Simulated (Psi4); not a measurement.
**MP2/6-31G(d) (spherical functions) run of C2HCl2F (SMILES FC=C(Cl)Cl)**

What is the vertical singlet–triplet gap of C2HCl2F at MP2/6-31G* (spherical functions)? 

The results are computed with Psi4 1.11.

## Step 1: The structure to begin with

C2HCl2F: 6 atoms, total charge 0, spin state singlet. As SMILES, `FC=C(Cl)Cl`. The shape is that of a PBE0-D4/def2-TZVP optimisation.

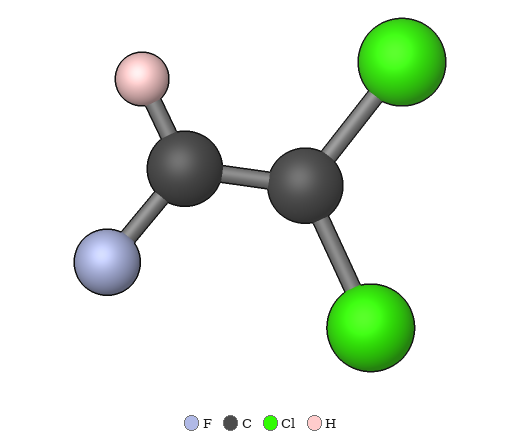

The structure, seen from a chosen angle (fluorine light blue, carbon dark grey, chlorine green, hydrogen pink).

## Step 2: The energy at MP2/6-31G(d) (spherical functions)

File run.py:

```python
import psi4

psi4.set_memory(2200000000)
psi4.set_num_threads(1)
psi4.core.set_output_file('psi4.out', False)

m = psi4.geometry("""
0 1
F      0.369860    -1.453540     1.016570
C      0.335170    -0.183710     0.639080
C     -0.249490     0.193990    -0.489960
Cl    -1.002700    -0.907170    -1.549080
Cl    -0.269610     1.845290    -0.936840
H      0.816790     0.505150     1.320220
units angstrom
symmetry c1
""")

options = {'basis': '6-31G*', 'puream': True, 'e_convergence': 1e-09, 'd_convergence': 1e-08, 'scf_type': 'pk', 'num_frozen_docc': 13, 'mp2_type': 'conv'}
psi4.set_options(options)

energy_value, wavefunction = psi4.energy('mp2', molecule=m, return_wfn=True)
print('E =', round(energy_value, 9))
```

Launch:

```sh
$ python run.py
```

psi4.out:

```text
[...]
  Running in c1 symmetry.
[...]
  Nuclear repulsion =  265.257491662507050
[...]
  Multiplicity = 1
[...]
  Nalpha       = 28
  Nbeta        = 28
[...]
    Number of basis functions: 80
[...]
   @RHF iter   1: -1094.60837200813262   -2.09848e-01   3.73370e-03 ADIIS/DIIS
[...]
   @RHF iter  12: -1094.66159245305789   -4.09273e-12   3.90941e-09 DIIS
[...]
    Orbital Energies [Eh]
    ---------------------
    Doubly Occupied:
       1A   -104.852231     2A   -104.848523     3A    -26.336380
       4A    -11.364672     5A    -11.361404     6A    -10.591527
       7A    -10.587649     8A     -8.060252     9A     -8.056552
      10A     -8.056412    11A     -8.056377    12A     -8.052601
      13A     -8.052539    14A     -1.656441    15A     -1.233025
      16A     -1.124779    17A     -1.028764    18A     -0.829044
      19A     -0.760337    20A     -0.717371    21A     -0.707765
      22A     -0.617545    23A     -0.592017    24A     -0.571771
      25A     -0.498231    26A     -0.484693    27A     -0.465353
      28A     -0.371149
[...]
  @RHF Final Energy: -1094.66159245305789
   => Energetics <=
    Nuclear Repulsion Energy =            265.2574916625070500
    One-Electron Energy =               -2039.9673629973822244
    Two-Electron Energy =                 680.0482788818171684
    Total Energy =                      -1094.6615924530578923
[...]
 Multipole Moments:
 ------------------------------------------------------------------------------------
     Multipole            Electronic (a.u.)      Nuclear  (a.u.)        Total (a.u.)
 ------------------------------------------------------------------------------------
 L = 1.  Multiply by 2.5417464519 to convert [e a0] to [Debye]
 Dipole X            :         -0.7271965            1.0074456            0.2802491
 Dipole Y            :         -0.7271822            1.0798372            0.3526551
 Dipole Z            :         -1.1063448            1.5147033            0.4083585
 Magnitude           :                                                    0.6079982
[...]
	SCS-MP2 Total Energy (a.u.)        : -1095.31528267063322
	SOS-MP2 Total Energy (a.u.)        : -1095.25427605608047
	SCSN-MP2 Total Energy (a.u.)       : -1094.98370737789719
[...]
	SOS-PI-MP2 Total Energy (a.u.)     : -1095.35305665658439
[...]
	MP2 Total Energy (a.u.)            : -1095.33851529923550
[...]
```

On the terminal:

```text
E = -1095.338515299
```

Wall time 6.9 s (1 thread of Intel Xeon Platinum 8259CL at 2.50GHz (Skylake/Cascade Lake), shared host); peak memory 0.36 GiB.

## Step 3: The triplet at the same level

File calc.inp:

```
memory 2200 mb

molecule mol {
  0 3
  F      0.369860    -1.453540     1.016570
  C      0.335170    -0.183710     0.639080
  C     -0.249490     0.193990    -0.489960
  Cl    -1.002700    -0.907170    -1.549080
  Cl    -0.269610     1.845290    -0.936840
  H      0.816790     0.505150     1.320220
  symmetry c1
}

set {
  reference       uhf
  puream          true
  e_convergence   1e-09
  d_convergence   1e-08
  scf_type        pk
  num_frozen_docc 13
  mp2_type        conv
  maxiter         100
}

energy('mp2/6-31G*')
```

Launch:

```sh
$ psi4 -i calc.inp -o calc.out -n 1
```

calc.out:

```text
[...]
  Running in c1 symmetry.
[...]
  Nuclear repulsion =  265.257491662507050
[...]
  Multiplicity = 3
[...]
  Nalpha       = 29
  Nbeta        = 27
[...]
    Number of basis functions: 80
[...]
   @UHF iter   1: -1094.46892984333022   -7.04055e-02   3.42443e-03 DIIS/ADIIS
[...]
   @UHF iter  16: -1094.53813730133061   -6.82121e-13   4.04721e-09 DIIS
[...]
   @S^2 Observed:                2.030141703E+00
[...]
    Orbital Energies [Eh]
    ---------------------
    Alpha Occupied:
       1A   -104.861077     2A   -104.854650     3A    -26.328672
       4A    -11.358755     5A    -11.329865     6A    -10.599314
       7A    -10.592941     8A     -8.066383     9A     -8.065884
      10A     -8.064320    11A     -8.060090    12A     -8.059627
      13A     -8.057903    14A     -1.651631    15A     -1.258318
      16A     -1.129808    17A     -1.059869    18A     -0.840259
      19A     -0.754850    20A     -0.753785    21A     -0.717913
      22A     -0.643869    23A     -0.620413    24A     -0.589671
      25A     -0.503921    26A     -0.501680    27A     -0.469245
      28A     -0.464700    29A     -0.263096
    Alpha Virtual:
[...]
  @UHF Final Energy: -1094.53813730133061
   => Energetics <=
    Nuclear Repulsion Energy =            265.2574916625070500
    One-Electron Energy =               -2039.8091341688509601
    Two-Electron Energy =                 680.0135052050133027
    Total Energy =                      -1094.5381373013306074
  UHF NO Occupations:
  HONO-2 :   27  A 1.9938053
  HONO-1 :   28  A 1.0000000
[...]
 Multipole Moments:
 ------------------------------------------------------------------------------------
     Multipole            Electronic (a.u.)      Nuclear  (a.u.)        Total (a.u.)
 ------------------------------------------------------------------------------------
 L = 1.  Multiply by 2.5417464519 to convert [e a0] to [Debye]
 Dipole X            :         -0.8320484            1.0074456            0.1753972
 Dipole Y            :         -0.6692861            1.0798372            0.4105511
 Dipole Z            :         -1.3064084            1.5147033            0.2082949
 Magnitude           :                                                    0.4926492
[...]
	SCS-MP2 Total Energy (a.u.)        : -1095.14830348921214
	SOS-MP2 Total Energy (a.u.)        : -1095.09005971156580
	SCSN-MP2 Total Energy (a.u.)       : -1094.84566444730262
[...]
	SOS-PI-MP2 Total Energy (a.u.)     : -1095.18204677993822
[...]
	MP2 Total Energy (a.u.)            : -1095.17280397613195
[...]
```

It took 8.1 s on 1 thread of Intel Xeon Platinum 8259CL at 2.50GHz (Skylake/Cascade Lake), shared host; peak memory 0.36 GiB.

## Step 4: Summary of results

At MP2/6-31G* (spherical functions), 13 core orbitals frozen:

| quantity | value |
| --- | --- |
| singlet: total energy | -1095.33852 Eh |
| singlet: HOMO energy (Hartree–Fock orbitals) | -10.10 eV |
| singlet: LUMO energy (Hartree–Fock orbitals) | 3.94 eV |
| singlet: HOMO–LUMO gap (Hartree–Fock orbitals) | 14.04 eV |
| singlet: correlation energy (13 core orbitals frozen) | -676.9 mEh |
| triplet: total energy | -1095.17280 Eh |
| triplet: HOMO energy (Hartree–Fock orbitals) (highest over α and β) | -7.16 eV |
| triplet: LUMO energy (Hartree–Fock orbitals) (lowest over α and β) | 0.59 eV |
| triplet: correlation energy (13 core orbitals frozen) | -634.7 mEh |
| triplet: ⟨S²⟩ of the reference determinant | 2.030 |
| vertical energy of the triplet above the singlet | 4.509 eV |

At this shape the triplet lies 4.51 eV (435 kJ/mol) above the singlet.
